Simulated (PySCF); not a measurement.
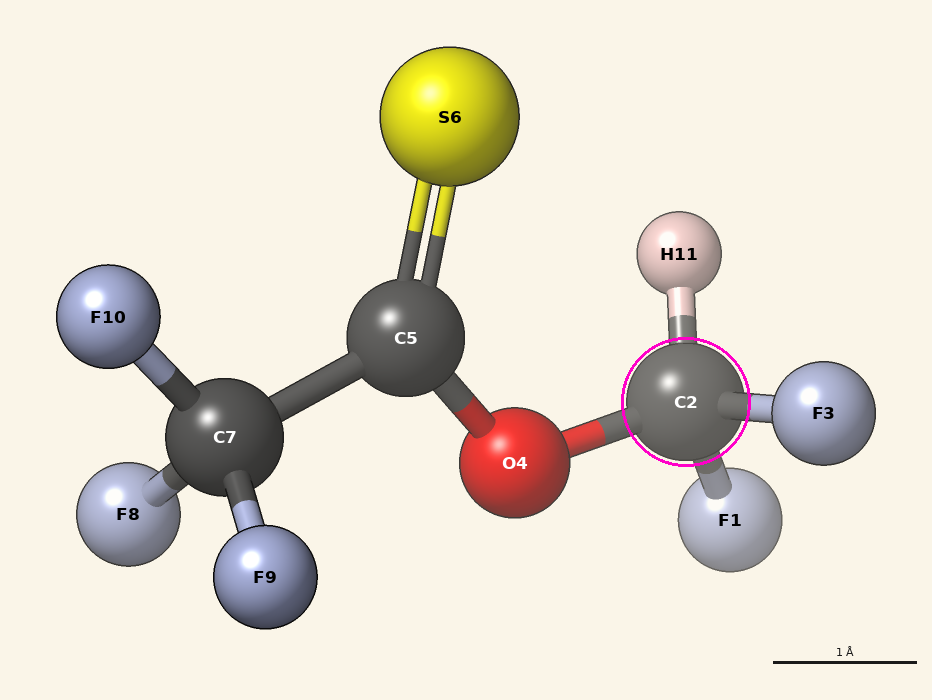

Orthographic view. Distant atoms are faded towards the background colour. Geometry: an end point of a reaction path computed with GFN2-xTB.

Question: Which atoms are bonded to the circled atom?

Answer: The circled atom is C2; it is bonded to F1, F3, O4, H11.

Question: Which two atoms are farthest apart in space?

Answer: F1 and F10, 5.66 Å.

Question: Of C7 and F8, which is nearer the viewer?

Answer: C7; the bond to F8 points away from the viewer, so it looks shorter than its 1.34 Å.

Question: Which atom is farthest from the viewer?

Answer: F1, 1.9 Å behind the mean position.
